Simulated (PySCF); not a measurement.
C₂H₇NSi₂ (SMILES N#CC([SiH3])[SiH3])

```json
{"atom": "N", "x (Å)": "-0.1586", "y (Å)": "2.1166", "z (Å)": "-1.8533"}
{"atom": "C", "x (Å)": "-0.0493", "y (Å)": "1.1011", "z (Å)": "-1.3374"}
{"atom": "C", "x (Å)": "0.0913", "y (Å)": "-0.1416", "z (Å)": "-0.5144"}
{"atom": "Si", "x (Å)": "-1.5706", "y (Å)": "-0.5997", "z (Å)": "0.3438"}
{"atom": "Si", "x (Å)": "1.6362", "y (Å)": "0.1522", "z (Å)": "0.5691"}
{"atom": "H", "x (Å)": "0.4257", "y (Å)": "-0.9433", "z (Å)": "-1.2228"}
{"atom": "H", "x (Å)": "-1.9898", "y (Å)": "0.4727", "z (Å)": "1.3379"}
{"atom": "H", "x (Å)": "-1.3391", "y (Å)": "-1.7256", "z (Å)": "1.1906"}
{"atom": "H", "x (Å)": "-2.4904", "y (Å)": "-0.9117", "z (Å)": "-0.8106"}
{"atom": "H", "x (Å)": "2.7209", "y (Å)": "0.4582", "z (Å)": "-0.3613"}
{"atom": "H", "x (Å)": "1.4277", "y (Å)": "1.2890", "z (Å)": "1.3944"}
{"atom": "H", "x (Å)": "1.9262", "y (Å)": "-1.0710", "z (Å)": "1.3235"}
```

Geometry: GFN2-xTB, MD frame at 250 fs, 200 K.

Level of theory: PySCF 2.14.0, PBE0/pcSseg-1, SCF density, gas phase, non-relativistic.

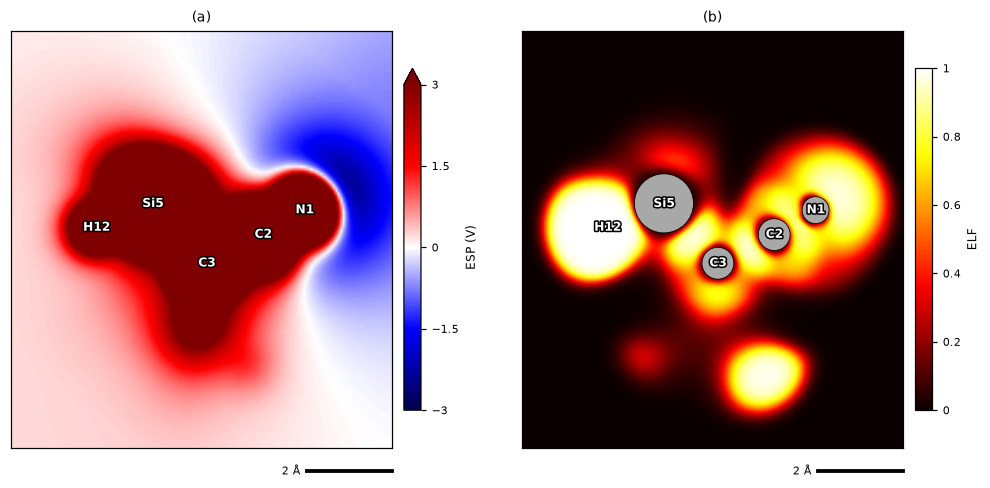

Figure 1. (a) molecular electrostatic potential; (b) ELF on the plane of atoms C2, C3 and Si5. Grey discs cover the atomic cores in the ELF map.

> Read the bonding off the picture.

The section cuts through N, C, Si and H sites.
C–N (1.14 Å): the ELF peaks at about 0.85 between the atoms: a short, multiple covalent bond.
C–C (1.50 Å): the ELF peaks at about 0.95 between the atoms (a covalent bond).
C–Si (1.91 Å): the ELF peaks at about 0.95 between the atoms; a shared electron pair.
The ELF also peaks beside N1, away from the bonds: lone-pair regions.
Outside the dense part of the molecule the potential is most negative (−2.3 V) near N1.

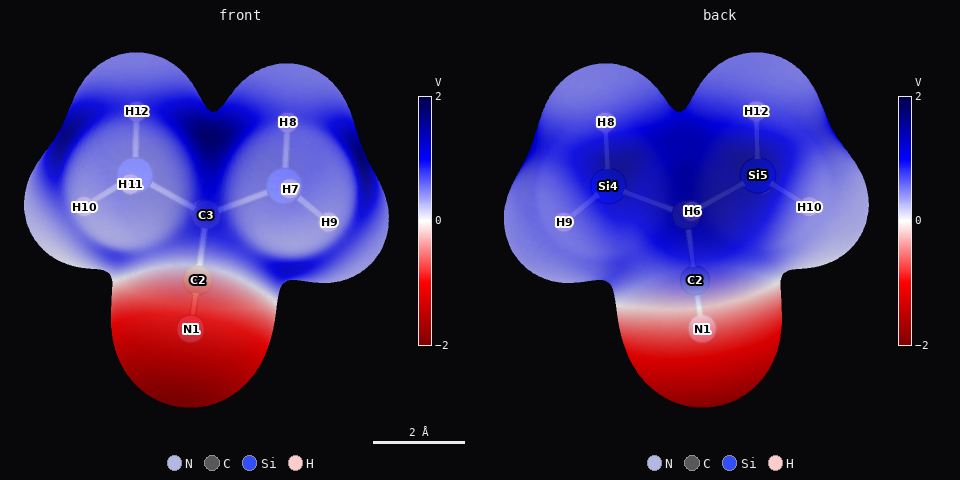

Figure 2. The electrostatic potential painted on the density surface at 0.002 e/bohr³, seen from the front and from behind; red is negative and blue positive.

> Describe the electrostatic potential map.

The most negative region (about −1.9 V, or −44 kcal/mol for a unit charge) lies over N1, the most positive (about +1.7 V, or +39 kcal/mol for a unit charge) over Si4 and Si5. N1 is the likeliest acceptor of a hydrogen bond.
